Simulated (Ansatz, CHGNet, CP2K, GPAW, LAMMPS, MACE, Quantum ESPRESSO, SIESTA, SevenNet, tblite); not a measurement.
**Liquid 54SiO2-18Na2O-14BaO-14ZnO (mol %) at 2500 K (76 atoms) in other programs, against a plane-wave reference**

Aim: run liquid 54SiO2-18Na2O-14BaO-14ZnO (mol %) at 2500 K (76 atoms) in several programs and set results and cost side by side. A plane-wave run serves as the reference.

Calculated with Quantum ESPRESSO 7.5; Kohn-Sham DFT, PBE, SSSP efficiency 1.3.0 pseudopotentials, plane waves.

## Step 1: The structure

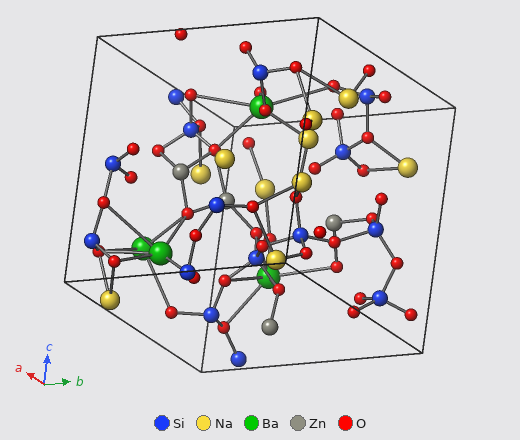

The starting structure, seen from a free direction (silicon blue, sodium yellow, barium green, zinc grey, oxygen red). Bonds to atoms that aren't drawn are left out. Some periodic images of atoms are drawn too.

The cell holds 76 atoms: 15 Si, 10 Na, 4 Ba, 4 Zn and 43 O. Its edges and angles: a = 10.948 Å, b = 10.948 Å, c = 10.948 Å, α = 90.0°, β = 90.0°, γ = 90.0°. 76 atoms (15 Si, 10 Na, 4 Ba, 4 Zn, 43 O) placed at random at 3.23 g/cm³, melted at 4000 K for 10 ps at fixed volume with the Morse and Coulomb pair potential with partial charges (Pedone, Malavasi, Menziani, Cormack and Segre, J. Phys. Chem. B 110, 11780 (2006)). Snapshot at the end of a hold of 10 ps at 2500 K and zero pressure.

## Step 2: Plane-wave reference

Input file pw.in:

```
&control
  calculation = 'scf'
  pseudo_dir = './pseudo'
  outdir = './tmp'
  disk_io = 'none'
  tprnfor = .true.
  tstress = .true.
/
&system
  ibrav = 0
  nat = 76
  ntyp = 5
  ecutwfc = 60
  ecutrho = 480
  nosym = .true.
  occupations = 'smearing'
  smearing = 'fd'
  degauss = 0.003675
/
&electrons
  conv_thr = 3.8e-07
  electron_maxstep = 100
  mixing_beta = 0.4
  mixing_mode = 'plain'
  diagonalization = 'david'
/
ATOMIC_SPECIES
Si 28.085 Si.upf
Na 22.990 Na.upf
Ba 137.327 Ba.upf
Zn 65.380 Zn.upf
O 15.999 O.upf
CELL_PARAMETERS angstrom
10.94803 0.00000 0.00000
0.00000 10.94803 0.00000
0.00000 0.00000 10.94803
ATOMIC_POSITIONS crystal
Si 0.33970 0.24176 0.09025
Si 0.87663 0.47310 0.04872
Si 0.46462 0.68622 0.33410
Si 0.53611 0.16873 0.77860
Si 0.86108 0.67265 0.85224
Si 0.91700 0.04406 0.19527
Si 0.98137 0.63669 0.27088
Si 0.14568 0.87038 0.18055
Si 0.25394 0.88294 0.42015
Si 0.43993 0.01524 0.95917
Si 0.05793 0.20212 0.01692
Si 0.28863 0.78546 0.95681
[... 60 atom lines left out ...]
O 0.18292 0.58852 0.93922
O 0.63714 0.21592 0.87944
O 0.08419 0.73923 0.21233
O 0.84735 0.58034 0.96721
K_POINTS gamma
```

The run is started by

```console
OMP_NUM_THREADS=1 mpirun -np 4 pw.x -in pw.in > output.txt
```

Numbers of over 12 decimals in the logs are rounded to 6 here.

What it wrote:

```text
Program PWSCF
     gamma-point specific algorithms are used
     one sub-group per band group will be used
     scalapack distributed-memory algorithm (size of sub-group:  2*  2 procs)
     Parallelization info
     sticks:   dense  smooth     PW     G-vecs:    dense   smooth      PW
     Min        4090    2044    508               393155   138950   17399
     Max        4094    2046    516               393158   138952   17400
     Sum       16365    8181   2053              1572629   555803   69599
     bravais-lattice index     =            0
     lattice parameter (alat)  =      20.6888  a.u.
     unit-cell volume          =    8855.3257 (a.u.)^3
     number of atoms/cell      =           76
     number of atomic types    =            5
     number of electrons       =       528.00
[... lines left out ...]
     scf convergence threshold =      3.8E-07
[... lines left out ...]
     number of k points=     1  Fermi-Dirac smearing, width (Ry)=  0.0037
[... lines left out ...]
     total energy              =   -6506.32130885 Ry
[... lines left out ...]
     total energy              =   -6511.01807853 Ry
[... lines left out ...]
     total energy              =   -6512.04790505 Ry
[... lines left out ...]
     total energy              =   -6512.05133738 Ry
[... lines left out ...]
     total energy              =   -6512.05133734 Ry
[... lines left out ...]
   -49.2827 -48.7879 -48.6866 -48.6645 -48.4481 -48.1783 -48.0000 -47.9732
   -47.4544 -46.1959 -24.5470 -24.3610 -24.2268 -23.5140 -21.3939 -21.2931
[...]
9.0605   9.1494   9.2737   9.2783   9.2990   9.4845   9.5656   9.6379
     9.7680   9.7917   9.8336   9.9569  10.0194  10.1070  10.2393  10.3441
    10.3760  10.4937  10.6521  10.6694  10.6904
     the Fermi energy is     4.5204 ev
!    total energy              =   -6512.05133729 Ry
     estimated scf accuracy    <       0.00000007 Ry
     smearing contrib. (-TS)   =      -0.00391341 Ry
     internal energy E=F+TS    =   -6512.04742389 Ry
     The total energy is F=E-TS. E is the sum of the following terms:
     one-electron contribution =   -4309.58918769 Ry
     hartree contribution      =    2367.88053100 Ry
     xc contribution           =    -813.51722147 Ry
     ewald contribution        =   -1848.23366639 Ry
     one-center paw contrib.   =   -1908.58787933 Ry
     convergence has been achieved in  23 iterations
     Forces acting on atoms (cartesian axes, Ry/au):
     atom    1 type  1   force =    -0.03273075   -0.03139780   -0.04429055
     atom    2 type  1   force =     0.35651330   -0.10115290    0.05128115
     atom    3 type  1   force =     0.10480844    0.00965920    0.03735461
[...]
atom   75 type  5   force =    -0.05103443   -0.05741049    0.02388798
     atom   76 type  5   force =    -0.00783759    0.21914924   -0.18320231
     Total force =     1.912909     Total SCF correction =     0.001043
     Computing stress (Cartesian axis) and pressure
          total   stress  (Ry/bohr**3)                   (kbar)     P=       57.76
   0.00053060   0.00004868  -0.00002703           78.05        7.16       -3.98
   0.00004868   0.00032229  -0.00017231            7.16       47.41      -25.35
  -0.00002703  -0.00017231   0.00032503           -3.98      -25.35       47.81
     Message from routine punch:
     Nothing written, as per user request (disk_io='none')
```

It took 5.7 min on 4 MPI ranks of Arm Neoverse V2, shared host; peak memory 4 GiB.

Banners, paths, timers and routine set-up lines are dropped from the logs unmarked, and long logs keep their key lines alone; longer cuts are marked.

Numbers from this run:

| Property | Result |
| --- | --- |
| r.m.s. force component | 3.257 eV/Å |
| longest force | 17.16 eV/Å |
| pressure | 5.776 GPa |

## Step 3: The other programs

The programs:
- CHGNet: machine-learned potential, published weights.
- CP2K 2026.2: Gaussian basis with GTH pseudopotentials and a plane-wave density; labels give functional, basis (MOLOPT sets; SR short-range, UZH the newer set with its own potentials), grid cutoff/relative cutoff and solver (OT: orbital transformation; TRS4, TC2, SIGN: linear-scaling purification with its sparsity filter), or its built-in tight binding.
- GPAW 26.7.0: PAW with atomic orbitals (LCAO), plane waves or a real-space grid of spacing h.
- MACE: machine-learned potential, published weights.
- SIESTA 5.4.2: numerical atomic orbitals, whose automatically made sets are far from complete, with PseudoDojo norm-conserving potentials that we converted to its format (checked against plane waves on the same files for H, C, O, Si, Ge and Ca alone); labels give functional, basis size, energy shift and mesh cutoff.
- SevenNet: machine-learned potential, published weights.

All use the same cell and atoms; the electronic-structure runs use the same k-mesh, and an electronic temperature of 580 K (0.05 eV) where levels are smeared.

Differences are against the plane-wave reference, forces as r.m.s. over components; share is that over the reference's r.m.s. force, slope the least-squares factor from reference forces to these. Total energies of different programs have different zeros and aren't compared.

| run | Δ force, r.m.s. (meV/Å) | share (%) | slope | Δ pressure (GPa) | cores | CPU time | memory (GiB) |
| --- | --- | --- | --- | --- | --- | --- | --- |
| reference | - | - | - | - | 4 | 23 min | 4.0 |
| CHGNet 0.3.0 potential | 298 | 9.14 | 0.963 | 0.0178 | 1 | 3.1 s | 0.89 |
| CP2K PBE, DZVP-MOLOPT-SR, 800/50 Ry, diagonalisation | 205 | 6.29 | 0.967 | -0.143 | 4 | 5 min | 6.5 |
| CP2K PBE, SZV-MOLOPT-SR, 800/50 Ry, diagonalisation (coarse) | 1515 | 46.5 | 1.265 | 14.6 | 2 | 5 min | 4.8 |
| GPAW PBE, LCAO dzp, h 0.18 Å | 434 | 13.3 | 1.093 | - | 1 | 7.2 min | 2 |
| GPAW PBE, LCAO dzp, h 0.18 Å, other mixer settings | 434 | 13.3 | 1.093 | - | 2 | 17 min | 2.3 |
| GPAW PBE, grid h 0.18 Å | 207 | 6.37 | 1.052 | - | 2 | 21 min | 3.0 |
| GPAW revPBE, LCAO dzp, h 0.18 Å | 501 | 15.4 | 1.109 | - | 1 | 7.1 min | 2 |
| MACE MP-0b2 small potential | 253 | 7.76 | 0.964 | 0.225 | 1 | 5.4 s | 0.66 |
| SIESTA PBE, DZ, shift 0.01 Ry, mesh 500 Ry (coarse) | 1241 | 38.1 | 1.242 | 6.31 | 2 | 2.9 min | 1.4 |
| SIESTA PBE, DZP, shift 0.01 Ry, mesh 500 Ry | 292 | 8.95 | 1.048 | 0.627 | 2 | 6 min | 2.0 |
| SIESTA PBE, DZP, shift 0.04 Ry, mesh 500 Ry (coarse) | 513 | 15.7 | 0.997 | -9.46 | 2 | 5.5 min | 1.5 |
| SIESTA PBE, SZ, shift 0.01 Ry, mesh 500 Ry (coarse) | 1520 | 46.7 | 1.249 | 10.9 | 1 | 2.4 min | 0.88 |
| SevenNet 0 potential | 274 | 8.42 | 0.948 | -0.261 | 1 | 6.5 s | 0.79 |

Rows marked coarse were listed beforehand as settings not expected to be converged; some can still land near the reference.

Times of the machine-learned potentials are mostly Python's start and the loading of weights.

CPU time is summed over cores on a shared host, where runs went side by side, so it is rough. Symmetry, cutoffs, thresholds, outputs and thread counts weren't matched or tuned between programs; memory under MPI is the largest rank's times the ranks.

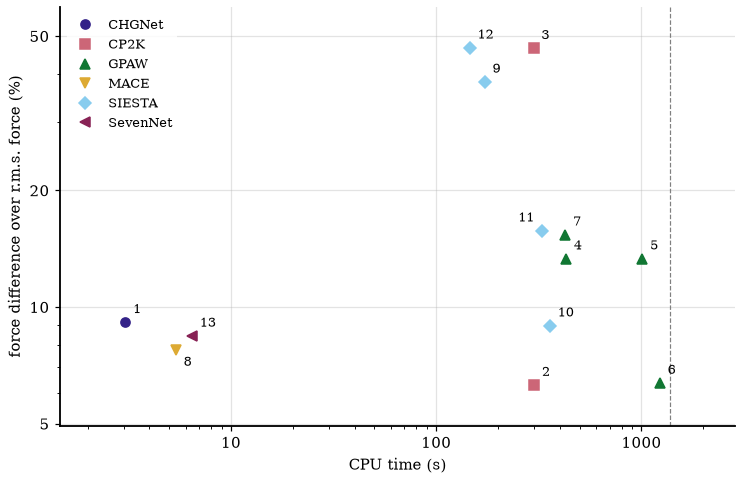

Force difference against CPU time; the dashed line marks the reference's time. Points: 1 CHGNet 0.3.0 potential; 2 CP2K PBE, DZVP-MOLOPT-SR, 800/50 Ry, diagonalisation; 3 CP2K PBE, SZV-MOLOPT-SR, 800/50 Ry, diagonalisation; 4 GPAW PBE, LCAO dzp, h 0.18 Å; 5 GPAW PBE, LCAO dzp, h 0.18 Å, other mixer settings; 6 GPAW PBE, grid h 0.18 Å; 7 GPAW revPBE, LCAO dzp, h 0.18 Å; 8 MACE MP-0b2 small potential; 9 SIESTA PBE, DZ, shift 0.01 Ry, mesh 500 Ry; 10 SIESTA PBE, DZP, shift 0.01 Ry, mesh 500 Ry; 11 SIESTA PBE, DZP, shift 0.04 Ry, mesh 500 Ry; 12 SIESTA PBE, SZ, shift 0.01 Ry, mesh 500 Ry; 13 SevenNet 0 potential.

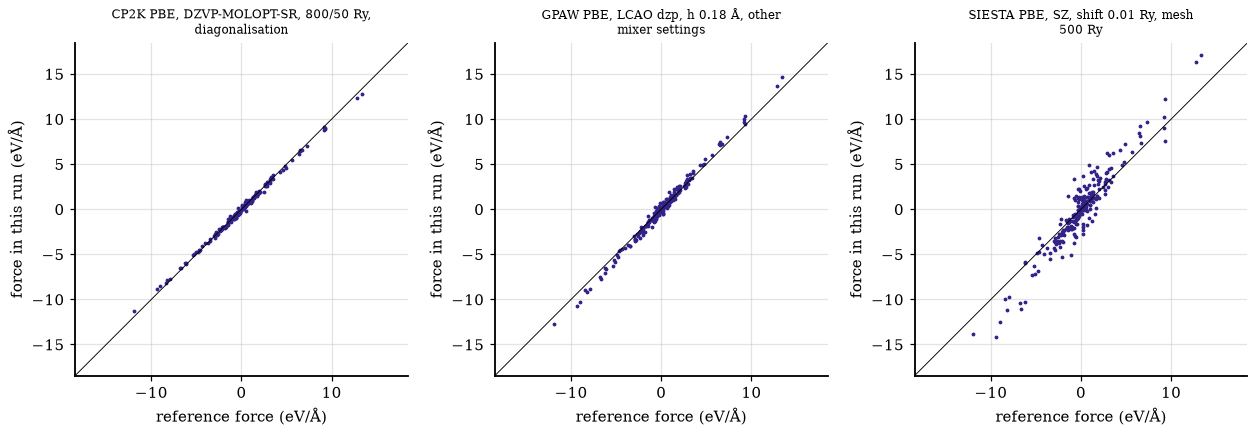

Force components against those of the reference; the line marks equality.

Left out of this page: tblite IPEA1-xTB (killed or ended with an error).

Runs without a result: CP2K GFN1-xTB, diagonalisation (not converged, the SCF not settling); tblite GFN2-xTB (not converged).

Within one program, basis, potentials and functional, energies share a zero. Each run against its twin at the usual cutoff or grid and solver:

```
                                               run                twin  Δ energy (meV/atom)  Δ force, r.m.s. (meV/Å)        CPU time over the twin's
GPAW PBE, LCAO dzp, h 0.18 Å, other mixer settings  LCAO dzp, h 0.18 Å               2.0e-4                    0.964  2.4 (this twin ran on 1 cores)
```

## Step 4: What came out

```
reference r.m.s. force component                       : 3.26 eV/Å
nearest in forces                                      : CP2K PBE, DZVP-MOLOPT-SR, 800/50 Ry, diagonalisation, 6.3 %
farthest in forces                                     : a tie at 47 % of 2 runs: CP2K PBE, SZV-MOLOPT-SR, 800/50 Ry, diagonalisation (coarse); SIESTA PBE, SZ, shift 0.01 Ry, mesh 500 Ry (coarse)
cheapest electronic-structure run beside the reference : SIESTA PBE, SZ, shift 0.01 Ry, mesh 500 Ry, 2.4 min of CPU time
```

PBE on plane waves or a grid with other potentials, cutoffs or grids, coarse settings apart, differs from the reference by 6.4 % (GPAW PBE, grid h 0.18 Å) of the r.m.s. force; potentials, valence shells or grid differ, and the table alone doesn't part them. The PBE runs in local orbitals, coarse settings apart, differ by 6.3 % (CP2K PBE, DZVP-MOLOPT-SR, 800/50 Ry, diagonalisation) to 13 % (GPAW PBE, LCAO dzp, h 0.18 Å); basis, grid and potentials can all enter. Machine-learned potentials differ by 7.8 % (MACE MP-0b2 small potential) to 9.1 % (CHGNet 0.3.0 potential); they were trained on other programs' data. Rows with another functional or a dispersion term differ by 15 % (GPAW revPBE, LCAO dzp, h 0.18 Å), which mixes the change of model with differences of basis and potentials. Runs with settings chosen to be coarse differ by 16 % (SIESTA PBE, DZP, shift 0.04 Ry, mesh 500 Ry) to 47 % (SIESTA PBE, SZ, shift 0.01 Ry, mesh 500 Ry), their programs' other errors included. Of the electronic-structure runs that take under half the reference's CPU time, CP2K PBE, DZVP-MOLOPT-SR, 800/50 Ry, diagonalisation comes nearest, at 6.3 % in 5 min against 23 min. SIESTA PBE, DZ, shift 0.01 Ry, mesh 500 Ry stiffens the forces by a factor of 1.24 while following their directions (correlation 0.973); the slopes of the 4 SIESTA runs lie between 1.00 and 1.25. In pressure, CP2K PBE, SZV-MOLOPT-SR, 800/50 Ry, diagonalisation misses by +14.6 GPa, at the same functional. The potentials hold different valence shells: 528 electrons in the reference, 496 in CP2K with SZV-MOLOPT-SR and 476 in GPAW; this bears on time and differences. The reference's pressure holds the uncorrected Pulay stress of its 60 Ry basis, so small pressure differences, and their order, may be the reference's own error. The frame stands for 2500 K, but pressures are static and levels are smeared at 580 K, under the temperature of the frame, which matters where levels are partly filled. Machine-learned potentials mimic data converged in k, so the reference's own k-point error enters their differences. The network of bonds at the start is that of the classical potential that made the cell, and needn't be the one that DFT or experiment would give. The reference's stress is far from hydrostatic: its diagonal is 7.8, 4.7, 4.8 GPa, compression counted positive. The electronic-structure runs sample only Γ, in a cell whose shortest periodic width is 11 Å. Spin–orbit coupling is left out, which matters for the levels of the heavy elements.

[Also dropped from logs without a mark: logging warnings of Python, and SIESTA's first energy breakdown and zero terms.]

[Logs are printed without paths, hosts, clocks, repeated set-up lines and the standing remarks that a program may print on its own settings, such as how far it seeks lower states.]

[Hosts, paths, dates, database ids (printed as entryN), source tags and the programs' standing remarks are cut or masked in the printed files.]
